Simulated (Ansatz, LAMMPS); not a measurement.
# Relaxing a frame of liquid ethyl methyl carbonate from 300 K (120 atoms), part 2 of 3

Aim: bring a frame of liquid ethyl methyl carbonate from 300 K (120 atoms) to a nearby minimum of the energy and see what moves.

Ansatz 0.2.0; Kohn-Sham DFT, PBE+D4, PAW (set soft_2), plane waves.

The cell: 32 C, 24 O and 64 H. The network of contacts between molecules at the start is that of the classical potential that made the cell. The density was typed from a rule of thumb and may lie off the real one at this temperature. Only the Γ point is sampled, in a cell whose shortest periodic width is 11 Å.

So far. Step 3 (Single point at the start): Neighbours are counted within 1.34 Å (H-C), 1.85 Å (C-C), 1.73 Å (C-O).

## 4. Relaxation

The atoms are relaxed in the fixed cell, aiming at the force tolerance of the input.

input.yaml

```yaml
crystal:
  lattice:
    - [11.10443, 0.0, 0.0]
    - [0.0, 11.10443, 0.0]
    - [0.0, 0.0, 11.10443]
  atoms:
    [... the 120 atom lines of step 3 ...]
kpoints:
  mp_grid: { grid: [1, 1, 1] }
hamiltonian:
  xc: pbe
  dispersion: d4
scf:
  occupations: { method: fixed }
output:
  forces: true
relax:
  f_tol: 0.05
  max_steps: 200
```

The run is started by

```
$ ansatz run input.yaml --threads 4 --pin off --max-ram 8192MiB --backend cpu --events-out ev --progress --plain --runs-dir out
```

Numbers of over 12 decimals in the logs are rounded to 6 here.

The program printed:

```text
[...]
Crystal: 120 atoms, lattice volume = 1369.269 Å³
Basis set: ecut = 420 eV, 26865 PW (Γ), exchange–correlation on 150×150×150 points (8 copies of the dense FFT grid, shifted against one another)
Bands: 288, of which v1, the nominal top of the filled ones, is band 168 counted from 1 (167 counted from 0)
Symmetry: 1 space group operations
[...]
k-points: 1
[...]
SCF iter   1: F=—  HF=-22664.182802 eV  |F-HF|=—  |Δ(HF+E_count)|=         —  Δρ=4.29e-3  dr2=2.89e-1  ethr=1.77e-3  ⟨swp⟩=5.0  Hψ=912  notcnv=0  defer=115
[...]
SCF iter   3: F=—  HF=-22664.152909 eV  |F-HF|=—  |Δ(HF+E_count)|=   6.24e-3  Δρ=1.45e-3  dr2=3.05e-2  ethr=2.03e-5  ⟨swp⟩=3.0  Hψ=343  notcnv=0  defer=46
automatic band count: iteration 3 solves 216 bands in place of 288: the levels show a gap, and the empty bands left out lie too high to hold charge; the band table lists the bands solved (type scf.n_extra_bands for more)
SCF iter   4: F=—  HF=-22664.147512 eV  |F-HF|=—  |Δ(HF+E_count)|=   5.40e-3  Δρ=3.98e-4  dr2=2.67e-3  ethr=9.08e-6  ⟨swp⟩=2.0  Hψ=383  notcnv=0  defer=46
[...]
SCF iter   7: F=-22664.147255 eV  HF=-22664.147260 eV  |F-HF|=4.77e-6  |Δ(HF+E_count)|=   2.51e-5  Δρ=2.52e-5  dr2=7.84e-6  ethr=1.86e-8  ⟨swp⟩=4.0  Hψ=694  notcnv=0
SCF 1 converged in 7 iterations: F = -22664.147255 eV  dr2 = 7.84e-6
[...]
relax step   1: F+E_penalty+E_count = -22664.14725501 eV  Δ(F+E_penalty+E_count) = +0.000e0 eV  max|allowed force component| = 3.454e0 eV/Å  Δτ_max = 0.0000 Å  (7 SCF iters, dr2 threshold 6.25e-5 eV, accepted)
[... from here on, the SCF cycles and remarks between the steps are left out ...]
relax step   2: F+E_penalty+E_count = -22667.13627612 eV  Δ(F+E_penalty+E_count) = -2.989e0 eV  max|allowed force component| = 1.733e0 eV/Å  Δτ_max = 0.1925 Å  (7 SCF iters, dr2 threshold 1.00e-4 eV, accepted)
relax step   3: F+E_penalty+E_count = -22667.74656212 eV  Δ(F+E_penalty+E_count) = -6.103e-1 eV  max|allowed force component| = 1.018e0 eV/Å  Δτ_max = 0.2000 Å  (7 SCF iters, dr2 threshold 1.00e-4 eV, accepted)
relax step   4: F+E_penalty+E_count = -22668.06396014 eV  Δ(F+E_penalty+E_count) = -3.174e-1 eV  max|allowed force component| = 3.787e-1 eV/Å  Δτ_max = 0.1939 Å  (6 SCF iters, dr2 threshold 1.00e-4 eV, accepted)
relax step   5: F+E_penalty+E_count = -22668.16236191 eV  Δ(F+E_penalty+E_count) = -9.840e-2 eV  max|allowed force component| = 3.431e-1 eV/Å  Δτ_max = 0.1685 Å  (7 SCF iters, dr2 threshold 1.98e-5 eV, accepted)
relax step   6: F+E_penalty+E_count = -22668.23177727 eV  Δ(F+E_penalty+E_count) = -6.942e-2 eV  max|allowed force component| = 4.612e-1 eV/Å  Δτ_max = 0.1949 Å  (7 SCF iters, dr2 threshold 1.63e-5 eV, accepted)
relax step   7: F+E_penalty+E_count = -22668.27703520 eV  Δ(F+E_penalty+E_count) = -4.526e-2 eV  max|allowed force component| = 6.209e-1 eV/Å  Δτ_max = 0.1903 Å  (6 SCF iters, dr2 threshold 1.00e-4 eV, accepted)
relax step   8: F+E_penalty+E_count = -22668.30975943 eV  Δ(F+E_penalty+E_count) = -3.272e-2 eV  max|allowed force component| = 5.886e-1 eV/Å  Δτ_max = 0.1690 Å  (6 SCF iters, dr2 threshold 1.00e-4 eV, accepted)
relax step   9: F+E_penalty+E_count = -22668.36236835 eV  Δ(F+E_penalty+E_count) = -5.261e-2 eV  max|allowed force component| = 2.305e-1 eV/Å  Δτ_max = 0.2000 Å  (6 SCF iters, dr2 threshold 1.00e-4 eV, accepted)
relax step  10: F+E_penalty+E_count = -22668.19085388 eV  Δ(F+E_penalty+E_count) = +1.715e-1 eV  max|allowed force component| = 6.350e-1 eV/Å  Δτ_max = 0.2000 Å  (8 SCF iters, dr2 threshold 8.15e-6 eV, rejected (line search))
relax step  11: F+E_penalty+E_count = -22668.38709230 eV  Δ(F+E_penalty+E_count) = -2.472e-2 eV  max|allowed force component| = 5.883e-2 eV/Å  Δτ_max = 0.1000 Å  (10 SCF iters, accepted)
relax step  12: F+E_penalty+E_count = -22668.39857847 eV  Δ(F+E_penalty+E_count) = -1.149e-2 eV  max|allowed force component| = 9.746e-2 eV/Å  Δτ_max = 0.0975 Å  (9 SCF iters, accepted)
relax step  13: F+E_penalty+E_count = -22668.41152056 eV  Δ(F+E_penalty+E_count) = -1.294e-2 eV  max|allowed force component| = 2.177e-1 eV/Å  Δτ_max = 0.1469 Å  (10 SCF iters, accepted)
relax step  14: F+E_penalty+E_count = -22668.41897710 eV  Δ(F+E_penalty+E_count) = -7.457e-3 eV  max|allowed force component| = 2.812e-1 eV/Å  Δτ_max = 0.1193 Å  (6 SCF iters, dr2 threshold 4.74e-5 eV, accepted)
relax step  15: F+E_penalty+E_count = -22668.42671810 eV  Δ(F+E_penalty+E_count) = -7.741e-3 eV  max|allowed force component| = 5.963e-1 eV/Å  Δτ_max = 0.1953 Å  (7 SCF iters, dr2 threshold 7.91e-5 eV, accepted)
relax step  16: F+E_penalty+E_count = -22668.44619940 eV  Δ(F+E_penalty+E_count) = -1.948e-2 eV  max|allowed force component| = 3.700e-1 eV/Å  Δτ_max = 0.0581 Å  (5 SCF iters, dr2 threshold 1.00e-4 eV, accepted)
relax step  17: F+E_penalty+E_count = -22668.41181993 eV  Δ(F+E_penalty+E_count) = +3.438e-2 eV  max|allowed force component| = 4.212e-1 eV/Å  Δτ_max = 0.2000 Å  (6 SCF iters, dr2 threshold 5.27e-5 eV, rejected (line search))
relax step  18: F+E_penalty+E_count = -22668.46878859 eV  Δ(F+E_penalty+E_count) = -2.259e-2 eV  max|allowed force component| = 6.931e-2 eV/Å  Δτ_max = 0.0993 Å  (9 SCF iters, accepted)
[...]
relax step  28: F+E_penalty+E_count = -22668.64024006 eV  Δ(F+E_penalty+E_count) = -1.003e-2 eV  max|allowed force component| = 2.358e-1 eV/Å  Δτ_max = 0.1593 Å  (7 SCF iters, dr2 threshold 1.06e-5 eV, accepted)
relax step  29: F+E_penalty+E_count = -22668.64772878 eV  Δ(F+E_penalty+E_count) = -7.489e-3 eV  max|allowed force component| = 1.882e-1 eV/Å  Δτ_max = 0.0904 Å  (5 SCF iters, dr2 threshold 5.56e-5 eV, accepted)
relax step  30: F+E_penalty+E_count = -22668.65495281 eV  Δ(F+E_penalty+E_count) = -7.224e-3 eV  max|allowed force component| = 7.639e-2 eV/Å  Δτ_max = 0.0901 Å  (6 SCF iters, dr2 threshold 2.26e-5 eV, accepted)
relax step  31: F+E_penalty+E_count = -22668.66076837 eV  Δ(F+E_penalty+E_count) = -5.816e-3 eV  max|allowed force component| = 9.429e-2 eV/Å  Δτ_max = 0.1309 Å  (9 SCF iters, accepted)
relax step  32: F+E_penalty+E_count = -22668.66396943 eV  Δ(F+E_penalty+E_count) = -3.201e-3 eV  max|allowed force component| = 1.040e-1 eV/Å  Δτ_max = 0.1366 Å  (10 SCF iters, accepted)
relax step  33: F+E_penalty+E_count = -22668.66568916 eV  Δ(F+E_penalty+E_count) = -1.720e-3 eV  max|allowed force component| = 7.787e-2 eV/Å  Δτ_max = 0.0304 Å  (6 SCF iters, dr2 threshold 1.08e-5 eV, accepted)
relax step  34: F+E_penalty+E_count = -22668.66883921 eV  Δ(F+E_penalty+E_count) = -3.150e-3 eV  max|allowed force component| = 3.587e-2 eV/Å  Δτ_max = 0.0926 Å  (7 SCF iters, dr2 threshold 3.40e-6 eV, accepted)
relax step  35: F+E_penalty+E_count = -22668.66883956 eV  Δ(F+E_penalty+E_count) = -3.515e-7 eV  max|allowed force component| = 3.579e-2 eV/Å  Δτ_max = 0.0000 Å  (4 SCF iters, accepted)
relax step  36: F+E_penalty+E_count = -22668.67043243 eV  Δ(F+E_penalty+E_count) = -1.593e-3 eV  max|allowed force component| = 6.835e-2 eV/Å  Δτ_max = 0.1057 Å  (10 SCF iters, accepted)
relax step  37: F+E_penalty+E_count = -22668.67137766 eV  Δ(F+E_penalty+E_count) = -9.452e-4 eV  max|allowed force component| = 8.661e-2 eV/Å  Δτ_max = 0.1066 Å  (7 SCF iters, dr2 threshold 4.65e-6 eV, accepted)
relax step  38: F+E_penalty+E_count = -22668.67318981 eV  Δ(F+E_penalty+E_count) = -1.812e-3 eV  max|allowed force component| = 9.995e-2 eV/Å  Δτ_max = 0.0465 Å  (7 SCF iters, dr2 threshold 7.50e-6 eV, accepted)
relax step  39: F+E_penalty+E_count = -22668.67596488 eV  Δ(F+E_penalty+E_count) = -2.775e-3 eV  max|allowed force component| = 6.178e-2 eV/Å  Δτ_max = 0.0499 Å  (7 SCF iters, dr2 threshold 9.99e-6 eV, accepted)
relax step  40: F+E_penalty+E_count = -22668.67896066 eV  Δ(F+E_penalty+E_count) = -2.996e-3 eV  max|allowed force component| = 5.130e-2 eV/Å  Δτ_max = 0.0892 Å  (10 SCF iters, accepted)
relax step  41: F+E_penalty+E_count = -22668.68106300 eV  Δ(F+E_penalty+E_count) = -2.102e-3 eV  max|allowed force component| = 1.025e-1 eV/Å  Δτ_max = 0.1578 Å  (10 SCF iters, accepted)
relax step  42: F+E_penalty+E_count = -22668.68268206 eV  Δ(F+E_penalty+E_count) = -1.619e-3 eV  max|allowed force component| = 7.540e-2 eV/Å  Δτ_max = 0.0231 Å  (5 SCF iters, dr2 threshold 7.24e-6 eV, accepted)
relax step  43: F+E_penalty+E_count = -22668.68609325 eV  Δ(F+E_penalty+E_count) = -3.411e-3 eV  max|allowed force component| = 6.461e-2 eV/Å  Δτ_max = 0.0973 Å  (7 SCF iters, dr2 threshold 3.08e-6 eV, accepted)
relax step  44: F+E_penalty+E_count = -22668.68864813 eV  Δ(F+E_penalty+E_count) = -2.555e-3 eV  max|allowed force component| = 1.564e-1 eV/Å  Δτ_max = 0.1967 Å  (10 SCF iters, accepted)
relax step  45: F+E_penalty+E_count = -22668.69095715 eV  Δ(F+E_penalty+E_count) = -2.309e-3 eV  max|allowed force component| = 8.523e-2 eV/Å  Δτ_max = 0.0243 Å  (5 SCF iters, dr2 threshold 1.80e-5 eV, accepted)
relax step  46: F+E_penalty+E_count = -22668.69234723 eV  Δ(F+E_penalty+E_count) = -1.390e-3 eV  max|allowed force component| = 3.952e-2 eV/Å  Δτ_max = 0.0133 Å  (8 SCF iters, accepted)
relax step  47: F+E_penalty+E_count = -22668.69529923 eV  Δ(F+E_penalty+E_count) = -2.952e-3 eV  max|allowed force component| = 4.620e-2 eV/Å  Δτ_max = 0.0994 Å  (10 SCF iters, accepted)
relax step  48: F+E_penalty+E_count = -22668.69725852 eV  Δ(F+E_penalty+E_count) = -1.959e-3 eV  max|allowed force component| = 9.448e-2 eV/Å  Δτ_max = 0.1751 Å  (10 SCF iters, accepted)
relax step  49: F+E_penalty+E_count = -22668.69831591 eV  Δ(F+E_penalty+E_count) = -1.057e-3 eV  max|allowed force component| = 5.286e-2 eV/Å  Δτ_max = 0.0168 Å  (5 SCF iters, dr2 threshold 8.93e-6 eV, accepted)
relax step  50: F+E_penalty+E_count = -22668.70000215 eV  Δ(F+E_penalty+E_count) = -1.686e-3 eV  max|allowed force component| = 2.767e-2 eV/Å  Δτ_max = 0.1019 Å  (9 SCF iters, accepted)
SCF converged after 9 iterations
Free energy (F): -22668.700002 eV
[...]
Internal energy: -22668.700002 eV  (E = F + TS)
E sigma→0 (E₀):  -22668.700002 eV
Fermi energy:    -2.149086 eV
[...]
--- Forces (eV/Å), atoms counted from 1 ---
  atom   1  C      0.00166611     0.00665696    -0.00431026
  atom   2  C     -0.00103818    -0.01140127     0.00747268
  atom   3  O      0.00527613    -0.00709421    -0.01048042
  atom   4  C     -0.00443755     0.02283334     0.01840387
  atom   5  O      0.00347295    -0.00711315    -0.00458579
  atom   6  O      0.00142202    -0.00625272    -0.00746572
  atom   7  C      0.00040273    -0.00155270     0.00088246
  atom   8  H     -0.00127783     0.00154096     0.00088018
  atom   9  H     -0.00389317    -0.00268557     0.00136072
  atom  10  H      0.00092435    -0.00065243     0.00130283
  atom  11  H      0.00048591     0.00035637    -0.00057840
  atom  12  H     -0.00061765     0.00226848    -0.00030794
  atom  13  H     -0.00205924     0.00204192    -0.00173860
  atom  14  H     -0.00038475    -0.00053636    -0.00059222
[...]
atom 119  H     -0.00311237    -0.00247405    -0.00019783
  atom 120  H     -0.00121355     0.00198684     0.00102423
  max |Σ_I F_I| component: 1.44e-4 eV/Å
--- Relaxed structure (50 steps of the walk, 48 accepted, 0 SCFs on fresh bases) ---
  F+E_penalty+E_count = -22668.70000215 eV   max|allowed force component| = 2.767e-2 eV/Å
  atoms:
    - { symbol: C, position: [0.808561, 0.378331, 0.747461] }
    - { symbol: C, position: [0.816460, 0.260042, 0.814432] }
    - { symbol: O, position: [0.697587, 0.204195, 0.824576] }
    - { symbol: C, position: [0.642673, 0.213155, 0.931322] }
[...]
- { symbol: H, position: [0.747114, 0.758498, 0.355442] }
```

It took 9.6 min on 4 threads of Intel Xeon Platinum 8175M at 2.50GHz (Skylake/Cascade Lake), shared host; peak memory 1.3 GiB.

The steps of the relaxation (22 of 50):

```csv
step,energy less that of the first step (eV),largest force component (eV/Å)
1,0.0000,3.4537
3,-3.5993,1.0184
6,-4.0845,0.4612
8,-4.1625,0.5886
10,-4.0436,0.6350
13,-4.2643,0.2177
15,-4.2795,0.5963
17,-4.2646,0.4212
20,-4.3527,0.4701
22,-4.3867,0.2749
24,-4.4334,0.4748
27,-4.4830,0.2254
29,-4.5005,0.1882
31,-4.5135,0.0943
34,-4.5216,0.0359
36,-4.5232,0.0683
38,-4.5259,0.0999
41,-4.5338,0.1025
43,-4.5388,0.0646
45,-4.5437,0.0852
48,-4.5500,0.0945
50,-4.5527,0.0277
```

Relaxation steps 10, 17 were tried and not accepted.

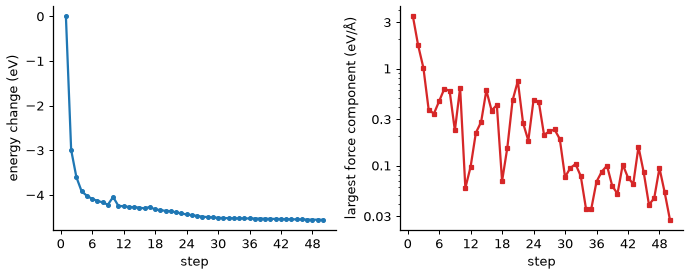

Energy and largest force along the relaxation.

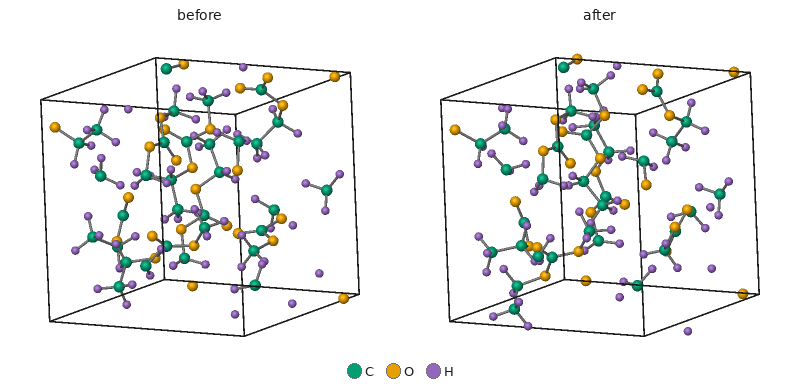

Before and after, at one scale. Bonds to atoms that aren't drawn are left out.

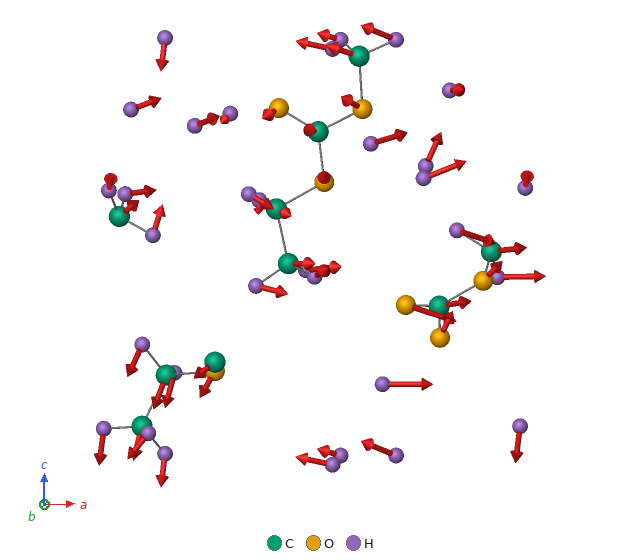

Displacements in the relaxation, scaled; the longest in the cell stands for 2.07 Å. Drawn is a slice 4 Å thick, seen along the normal of the ac plane. Bonds to atoms that aren't drawn are left out.

The atoms that moved most (Å):

```csv
atom,dx,dy,dz,length
O50,1.888,0.522,-0.664,2.069
H58,1.012,1.595,-0.596,1.981
H57,1.526,1.084,-0.589,1.963
H59,1.865,-0.308,0.015,1.891
H115,-1.666,-0.336,0.794,1.876
H84,1.239,-1.344,0.246,1.844
H56,1.775,-0.351,0.057,1.810
H117,-0.869,1.058,1.100,1.756
```

The relaxation changed the energy by -37.9 meV/atom, and atoms moved by 1.1 Å r.m.s., 2.1 Å at most.

## 5. Distances and neighbours after relaxation

Bonds before and after, by the cutoffs listed below:

```csv
pair,bonds before,bonds after,mean before (Å),mean after (Å),spread before (Å),spread after (Å)
H-C,64,64,1.097,1.097,0.028,0.002
C-C,8,8,1.513,1.512,0.024,0.002
C-O,40,40,1.356,1.362,0.080,0.087
```

Density 1.01 g/cm³, 11.41 Å³ an atom.

g(r), total and by pair (bins of 0.2 Å):

```csv
r (Å),total,H-H,H-C,H-O,C-C,C-O,O-O
1.00,4.12,0.00,14.50,0.00,0.00,0.00,0.00
1.20,0.46,0.00,0.21,0.00,0.00,3.78,0.00
1.40,1.26,0.00,0.00,0.00,0.00,11.80,0.00
1.60,0.26,0.00,0.00,0.00,3.66,0.00,0.00
1.80,1.33,4.70,0.00,0.00,0.00,0.00,0.00
2.00,0.65,0.00,0.00,3.02,0.00,0.00,0.00
2.20,1.09,0.00,2.27,0.38,0.00,0.00,9.05
2.40,0.58,0.36,0.09,0.61,3.05,0.97,0.00
2.60,1.22,1.69,0.89,1.74,0.00,1.09,0.00
2.80,0.62,0.68,0.17,1.51,0.00,0.47,0.00
3.00,0.62,1.35,0.32,0.68,0.00,0.00,0.00
3.20,0.73,0.86,1.08,0.54,0.32,0.27,0.18
3.40,0.79,0.52,0.97,0.96,0.10,1.23,0.66
3.60,0.86,0.73,0.93,0.57,0.56,1.94,0.58
3.80,1.05,0.86,1.09,1.69,0.52,0.75,0.52
4.00,1.08,0.89,1.10,1.23,1.57,0.90,1.06
4.20,1.09,0.97,1.10,1.25,1.26,1.00,0.96
4.40,1.11,1.13,1.04,1.08,1.64,0.91,1.17
4.60,1.11,0.98,1.13,1.25,1.55,1.04,0.62
4.80,1.17,1.25,1.14,0.94,1.73,1.09,1.23
5.00,1.13,1.14,1.46,0.84,0.89,1.10,0.84
5.20,1.13,1.17,1.02,0.97,1.61,1.23,1.33
5.40,1.02,1.11,1.01,0.94,1.05,1.02,0.92
```

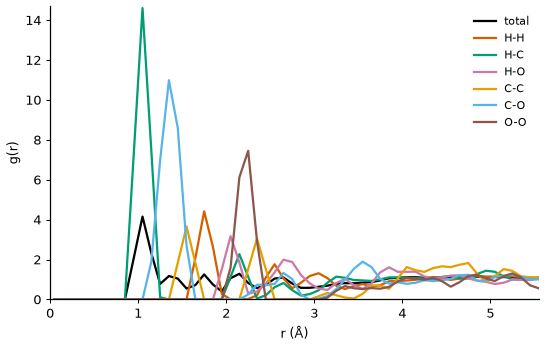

Pair distribution functions, lightly smoothed.

Bonds by pair of elements; cutoffs follow the first minimum of g(r), held within bounds set by covalent radii, and pairs that aren't listed don't count as bonded:

```csv
pair A-B,cutoff (Å),bonds,mean length (Å),spread (Å),shortest (Å),B about A,A about B
H-C,1.34,64,1.10,0.002,1.09,1,2
C-C,1.85,8,1.51,0.002,1.51,0.5,0.5
C-O,1.73,40,1.36,0.087,1.22,1.25,1.67
```

How many atoms have how many bonded neighbours:

```csv
element,mean,1,2,3,4
C,3.75,0,0,8,24
H,1,64,0,0,0
O,1.67,8,16,0,0
```

Bond angles (no mean is given where the spread exceeds 20°):

```csv
angle,count,mean (°),spread (°)
H-C-H,56,109,1
C-C-H,40,111,1
H-C-O,40,108,2.4
O-C-O,24,120,8.8
C-O-C,16,115,0.7
```

Bond length by coordination (bonds to H left out):

```csv
element,coordination,atoms,mean bond length (Å)
C,3,8,1.30
C,4,24,1.48
O,1,8,1.22
O,2,16,1.40
```

Counting bonds as in the table, 75 % of C atoms have 4, all H atoms have 1 and 67 % of O atoms have 2 bonded neighbours. The H-C-H angle averages 109° with a spread of 1.0°.

(Continued in part 3 of 3.)

[Logs are printed without paths, hosts, clocks, repeated set-up lines and the standing remarks that a program may print on its own settings, such as how far it seeks lower states.]

[Hosts, paths, dates, database ids (printed as entryN), source tags and the programs' standing remarks are cut or masked in the printed files.]
